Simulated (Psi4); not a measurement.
# CAM-B3LYP/aug-cc-pVDZ (sweep point 6) run of N2O (nitrous oxide)

We compute a geometry optimisation of N2O (nitrous oxide). 

Program for the calculation: Psi4 1.11.

7 further runs of the same task are left out: 7 set aside as unsound or not needed.

## Step 1: The structure to begin with

N2O: 3 atoms, total charge 0, spin state singlet. SMILES: `N#[N+][O-]`. The shape is that of a PBE0-D4/def2-TZVP optimisation. The run starts from this shape.

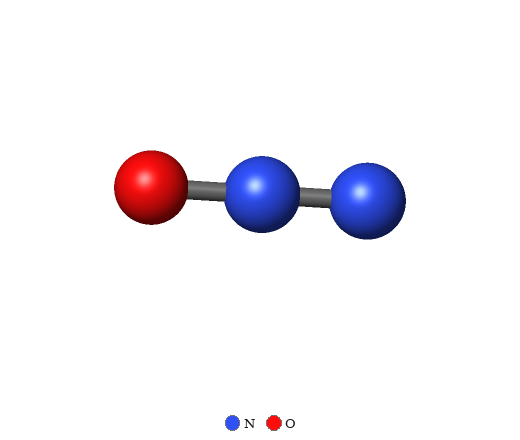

Viewed from a chosen angle; nitrogen blue, oxygen red.

## Step 2: A structure relaxation at CAM-B3LYP/aug-cc-pVDZ (sweep point 6)

The input, n2o.dat:

```
memory 1600 MB

molecule {
  N     -0.511700     1.001300    -0.167900
  N     -0.008400     0.016500    -0.002800
  O      0.520100    -1.017800     0.170700
  units angstrom
  symmetry c1
}

set basis aug-cc-pVDZ
set puream true
set scf_type pk
set dft_radial_points 99
set dft_spherical_points 590
set g_convergence gau_tight
set geom_maxiter 50

e = opt('cam-b3lyp')
print_variables()
```

The run is started by

```console
$ psi4 -n 1 n2o.dat n2o.out
```

n2o.out:

```text
[...]
  Running in c1 symmetry.
[...]
  Nuclear repulsion =   61.347861729966489
[...]
  Multiplicity = 1
[...]
  Nalpha       = 11
  Nbeta        = 11
[...]
    Number of basis functions: 69
[...]
   @RKS iter   1:  -184.53289153798889   -3.00529e-01   7.04431e-03 DIIS/ADIIS
[...]
   @RKS iter   6:  -184.62106881231375   -3.83693e-12   6.70687e-09 DIIS
[...]
    Orbital Energies [Eh]
    ---------------------
    Doubly Occupied:
       1A    -19.328359     2A    -14.654103     3A    -14.521388
       4A     -1.340340     5A     -1.182593     6A     -0.685195
       7A     -0.648233     8A     -0.648233     9A     -0.558877
      10A     -0.413724    11A     -0.413724
[...]
  @RKS Final Energy:  -184.62106881231375
   => Energetics <=
    Nuclear Repulsion Energy =             60.8287288850942431
    One-Electron Energy =                -370.8394236128339685
    Two-Electron Energy =                 141.7953398636777251
    DFT Exchange-Correlation Energy =     -16.4057139482517442
    Empirical Dispersion Energy =           0.0000000000000000
    VV10 Nonlocal Energy =                  0.0000000000000000
    Total Energy =                       -184.6210688123137516
[...]
 Multipole Moments:
 ------------------------------------------------------------------------------------
     Multipole            Electronic (a.u.)      Nuclear  (a.u.)        Total (a.u.)
 ------------------------------------------------------------------------------------
 L = 1.  Multiply by 2.5417464519 to convert [e a0] to [Debye]
 Dipole X            :          0.0000000           -0.0000000            0.0000000
 Dipole Y            :          0.0000003           -0.0000000            0.0000003
 Dipole Z            :          0.0797807           -0.0090441            0.0707365
 Magnitude           :                                                    0.0707365
[...]
  -Total Gradient:
     Atom            X                  Y                   Z
    ------   -----------------  -----------------  -----------------
       1       -0.000000011911    -0.000000077555     0.000001906877
       2        0.000000023193     0.000000151250    -0.000006280041
       3       -0.000000011282    -0.000000073693     0.000004688522
[...]
    Final optimized geometry and variables:
    Molecular point group: c1
    Full point group: C_inf_v
    Geometry (in Angstrom), charge = 0, multiplicity = 1:
    N            0.000000068754     0.000000447046     1.198665379887
    N            0.000000068754     0.000000447046     0.073162171681
    O           -0.000000120385    -0.000000782751    -1.113447351803
  Variable Map:
  ----------------------------------------------------------------------------
  "CURRENT ENERGY"              =>    -184.621068812314
  "CURRENT REFERENCE ENERGY"    =>    -184.621068812314
  "DD SOLVATION ENERGY"         =>       0.000000000000
  "DFT FUNCTIONAL TOTAL ENERGY" =>    -184.621068812314
  "DFT TOTAL ENERGY"            =>    -184.621068812314
[...]
```

Standard output:

```text
Optimizer: Optimization complete!
```

Wall time 61 s (1 thread of Intel Xeon Platinum 8259CL at 2.50GHz (Skylake/Cascade Lake), shared host); peak memory 0.67 GiB.

Step by step:

```tsv
step	energy from the first frame kept (eV)	largest force (eV/Å)
0	0.0000	1.0838
1	-0.0101	0.2323
2	-0.0104	0.0600
3	-0.0104	0.0130
4	-0.0104	0.0003
```

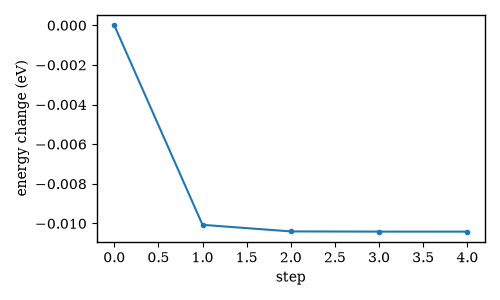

Energy along the run.

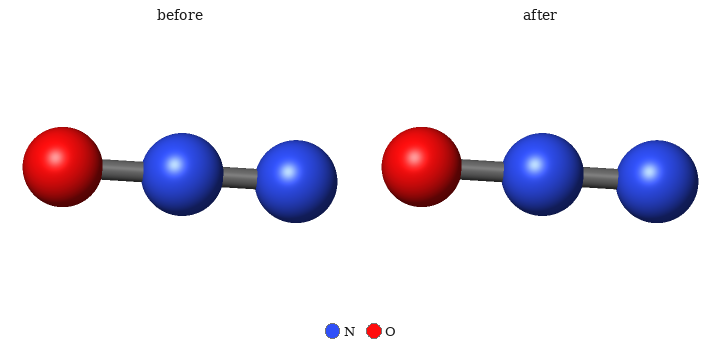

Before and after, at one scale.

After the run. Bond lengths: N1–N2 1.126 Å, N2–O3 1.187 Å. Angles: N1–N2–O3 180.0°.

## Step 3: What came out

Level: CAM-B3LYP/aug-cc-pVDZ (sweep point 6).

```
               quantity          value
total energy at the end  -184.62107 Eh
          dipole moment         0.18 D
            HOMO energy      -11.26 eV
            LUMO energy        0.62 eV
          HOMO–LUMO gap       11.88 eV
```

**Reading.** At the final geometry: Bond lengths: N1–N2 1.126 Å, N2–O3 1.187 Å. Angles: N1–N2–O3 180.0°. The optimisation took 5 steps and changed the energy by -0.010 eV.
